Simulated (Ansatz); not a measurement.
# One shape, several levels: singlet CH3F2Si−

Wanted: a comparison of 6 runs (B3LYP/6-31G*, BHLYP/6-311+G**, PBE0/6-311+G**, SVWN5/6-311+G**, r2SCAN/6-311+G**) of singlet CH3F2Si−. 

Program for the calculation: Ansatz 0.2.0.

34 further runs of the same task are left out: 34 set aside as unsound or not needed.

### 1 Starting point

The species is CH3F2Si− (7 atoms), meant as a singlet with charge -1. As SMILES of the parent species, `C[Si](F)F`. Geometry: relaxed at PBE0-D4/def2-TZVP. That shape belongs to the parent species and isn't relaxed for this state.

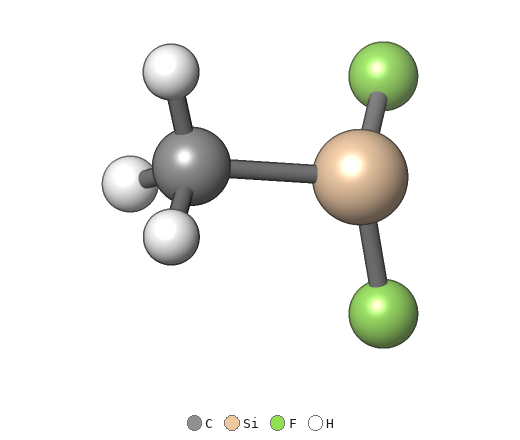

Viewed from a chosen angle; carbon grey, silicon light orange, fluorine green, hydrogen white.

### 2 The energy at B3LYP/6-31G(d) (spherical functions) (run 1)

The input, run.yaml:

```yaml
crystal:
  periodic: [false, false, false]
  atoms:
    - {symbol: C, position_ang: [-0.274200, 0.729000, -0.218000]}
    - {symbol: Si, position_ang: [0.785100, -0.790400, -0.045500]}
    - {symbol: F, position_ang: [1.077400, -1.037600, 1.505800]}
    - {symbol: F, position_ang: [-0.050900, -2.056800, -0.546000]}
    - {symbol: H, position_ang: [-0.539200, 0.893800, -1.263500]}
    - {symbol: H, position_ang: [0.252700, 1.607700, 0.157300]}
    - {symbol: H, position_ang: [-1.189800, 0.586300, 0.364200]}
basis:
  gaussian: {orbitals: 6-31G_st_-spherical.json}
total_charge: -1
hamiltonian: {xc: {name: B3LYP}}
accuracy: high
output: {orbitals: {seedname: orbitals}}
```

The basis set 6-31G* is read from a file made from the Basis Set Exchange's data (not shown).

Command:

```bash
$ ansatz run run.yaml --threads 1 --pin off --max-ram 3480MiB --events-out events.jsonl --progress --plain --runs-dir runs
```

Output:

```text
Warning: RAYON_NUM_THREADS=1 ignored (pool sized by the plan → 1); use --threads N
Functional definition: B3LYP
  name "B3LYP"
  parameter a0 = 0.2
  parameter ax = 0.72
  parameter ac = 0.81
  exchange = (1 - a0 - ax)*slater_x + ax*b88_x + a0*exact_x
  correlation = (1 - ac)*vwn_rpa_c + ac*lyp_c
1467 factors; integrals over basis functions are off by at most 3.6e-9 eV
mean field evaluation 1: about -14396.6897 eV, gradient 3.2e1 eV
mean field evaluation 2: about -14395.3203 eV, gradient 3.9e1 eV
mean field evaluation 4: about -14399.2231 eV, gradient 1.7e0 eV
mean field evaluation 8: about -14399.3718 eV, gradient 1.2e-1 eV
mean field evaluation 16: about -14399.3718 eV, gradient 3.2e-5 eV
mean field -14399.37181905 eV, -529.1671541054 hartree, gradient 6.3e-8 eV, S^2 0.000000; 0 other end points of the search recorded, 0 dependent functions left out
reference -14399.37185454 eV, -529.1671554095 hartree; 21, 21 occupied and 45, 45 virtual orbitals, 1467 factors
Total energy: -14399.37185454 eV, -529.1671554095 hartree
```

It took 4.5 s on 1 thread of Arm Neoverse V2, shared host; peak memory 0.19 GiB.

### 3 A single-point energy at B3LYP/6-31G(d) (Cartesian functions) (run 2)

The input, in.yaml:

```yaml
crystal:
  periodic: [false, false, false]
  atoms:
    - {symbol: C, position_ang: [-0.274200, 0.729000, -0.218000]}
    - {symbol: Si, position_ang: [0.785100, -0.790400, -0.045500]}
    - {symbol: F, position_ang: [1.077400, -1.037600, 1.505800]}
    - {symbol: F, position_ang: [-0.050900, -2.056800, -0.546000]}
    - {symbol: H, position_ang: [-0.539200, 0.893800, -1.263500]}
    - {symbol: H, position_ang: [0.252700, 1.607700, 0.157300]}
    - {symbol: H, position_ang: [-1.189800, 0.586300, 0.364200]}
basis:
  gaussian:
    orbitals: "6-31G*"
total_charge: -1
hamiltonian:
  xc: {name: B3LYP}
output: {orbitals: {seedname: orbitals}}
accuracy: high
```

Command:

```bash
$ ansatz run in.yaml --threads 1 --pin off --max-ram 3480MiB --events-out events.jsonl --progress --plain --runs-dir runs
```

Output (excerpt; [...] marks lines left out):

```text
Warning: RAYON_NUM_THREADS=1 ignored (pool sized by the plan → 1); use --threads N
[... 7 set-up lines as earlier in the session ...]
1506 factors; integrals over basis functions are off by at most 3.8e-9 eV
mean field evaluation 1: about -14396.8815 eV, gradient 3.3e1 eV
mean field evaluation 2: about -14395.4797 eV, gradient 3.9e1 eV
mean field evaluation 4: about -14399.4213 eV, gradient 1.8e0 eV
mean field evaluation 8: about -14399.5220 eV, gradient 6.3e-2 eV
mean field evaluation 16: about -14399.5220 eV, gradient 3.2e-5 eV
mean field -14399.52198825 eV, -529.1726727217 hartree, gradient 2.7e-8 eV, S^2 0.000000; 0 other end points of the search recorded, 0 dependent functions left out
reference -14399.52202375 eV, -529.1726740261 hartree; 21, 21 occupied and 49, 49 virtual orbitals, 1506 factors
Total energy: -14399.52202375 eV, -529.1726740261 hartree
```

Run time: 4.8 s. Hardware: 1 thread of Arm Neoverse V2, shared host; peak memory 0.2 GiB.

Runs 3 to 5 aren't shown in full; the table further down has their settings and results.

### 4 A single-point energy at r2SCAN/6-311+G(d,p) (run 6)

in.yaml: that of step 3 with these lines changed.

```diff
@@ -11,8 +11,6 @@
 basis:
-  gaussian:
-    orbitals: "6-31G*"
+  gaussian: {orbitals: 6-311+G_st__st_-spherical.json}
 total_charge: -1
-hamiltonian:
-  xc: {name: B3LYP}
+hamiltonian: {xc: r2scan}
+accuracy: high
 output: {orbitals: {seedname: orbitals}}
-accuracy: high
```

The basis set 6-311+G** is read from a file made from the Basis Set Exchange's data (not shown).

Command:

```bash
$ ansatz run in.yaml --threads 1 --pin off --max-ram 3480MiB --events-out events.jsonl --progress --plain --runs-dir runs
```

Output:

```text
Warning: RAYON_NUM_THREADS=1 ignored (pool sized by the plan → 1); use --threads N
Functional definition: r2SCAN
  name "r2SCAN"
  parameter k0 = 0.174
  parameter k1 = 0.065
  parameter a1 = 4.9479
  exchange = r2scan_x(k0 = k0, k1 = k1, a1 = a1)
  correlation = r2scan_c
2125 factors; integrals over basis functions are off by at most 5.8e-9 eV
mean field evaluation 1: about -14393.3600 eV, gradient 4.8e1 eV
mean field evaluation 2: about -14385.2711 eV, gradient 6.8e1 eV
mean field evaluation 4: about -14398.9020 eV, gradient 5.5e0 eV
mean field evaluation 8: about -14398.9460 eV, gradient 1.1e-1 eV
mean field evaluation 16: about -14398.9461 eV, gradient 5.5e-5 eV
mean field -14398.94605080 eV, -529.1515074106 hartree, gradient 9.6e-9 eV, S^2 0.000000; 0 other end points of the search recorded, 0 dependent functions left out
reference -14398.94605164 eV, -529.1515074417 hartree; 21, 21 occupied and 93, 93 virtual orbitals, 2125 factors
Total energy: -14398.94605164 eV, -529.1515074417 hartree
```

Run time: 14 s. Hardware: 1 thread of Arm Neoverse V2, shared host; peak memory 0.35 GiB.

### 5 The series

```csv
run,level,Cartesian functions,energy (Eh),HOMO energy (eV),LUMO energy (eV),HOMO–LUMO gap (eV),wall time
1,B3LYP/6-31G* (spherical functions),no,-529.167155,2.37,7.36,4.99,4.5 s
2,B3LYP/6-31G* (Cartesian functions),yes,-529.172674,2.36,7.33,4.97,4.8 s
3,BHLYP/6-311+G**,no,-529.187318,0.06,4.07,4.02,9.3 s
4,PBE0/6-311+G**,no,-528.922181,0.79,3.70,2.90,9 s
5,SVWN5/6-311+G**,no,-526.504488,1.38,3.12,1.73,5.1 s
6,r2SCAN/6-311+G**,no,-529.151507,1.53,3.63,2.10,14 s
```

### 6 Results

| quantity | value |
| --- | --- |
| run 6: total energy | -529.15151 Eh |
| run 6: HOMO energy | 1.53 eV |
| run 6: LUMO energy | 3.63 eV |
| run 6: HOMO–LUMO gap (to an unbound level, set by the basis) | 2.10 eV |

What this shows: The HOMO–LUMO gap runs from 1.73 eV (SVWN5/6-311+G**) to 4.99 eV (B3LYP/6-31G*). The two ends differ in method and basis. The empty levels of an anion lie above zero and hang on the basis. Totals of different functionals can't be ranked against each other. In runs 1, 2, 3, 4, 5, 6 the HOMO lies above zero, so the outermost electron may be held by the basis alone. All runs together took 47 s, the longest 14 s.
